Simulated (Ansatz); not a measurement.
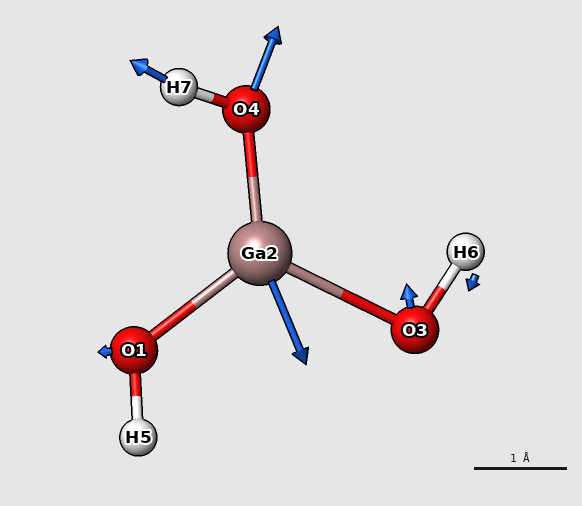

Arrows show the forces on the atoms, 0.1 Å of arrow for 1 eV/Å; forces under a tenth of the largest aren't drawn. Level of theory: PBE-D4/def2-TZVPP (Ansatz 0.2.0).

**On which atom is the force largest, and how large is it?**

On Ga2: 10.09 eV/Å.

**Along which bond is the force strongest?**

Ga2–O4, now 1.578 Å: the forces push its atoms apart, so a first step downhill lengthens it.

List the force components in the frame of the picture (x right, y up, z towards the viewer), in eV/Å.

```csv
atom,Fx,Fy,Fz
O1,−1.65,−0.08,0.24
Ga2,3.86,−9.30,−0.69
O3,−0.51,2.76,0.22
O4,2.69,7.02,−2.26
H5,0.34,−0.67,0.06
H6,−0.81,−1.87,0.27
H7,−3.93,2.13,2.15
```
